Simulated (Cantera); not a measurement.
A closed system holds: 1 mol Si, 10 mol HBr, 0.42 mol N₂, equilibrated at 92.0 mbar.

Cantera equilibrium calculation (NASA polynomials, part measured and part estimated; ideal gas, pure solids and liquids). Candidate condensed phases: Br₂, Si, Si₃N₄; 28 gas species. The tables' values for SiBr₃ are old estimates; treat these amounts as uncertain. Equilibrium is a limit: real reactors are often held back by kinetics, nucleation or transport.

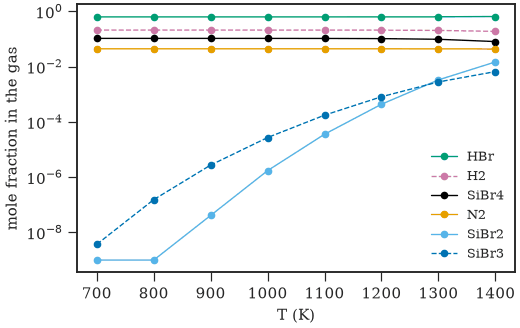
Figure. Equilibrium gas composition (values under 1e-9 drawn at 1e-9)

From 700 K to 1400 K nothing is condensed. The main Si-bearing gas is SiBr₄ throughout.
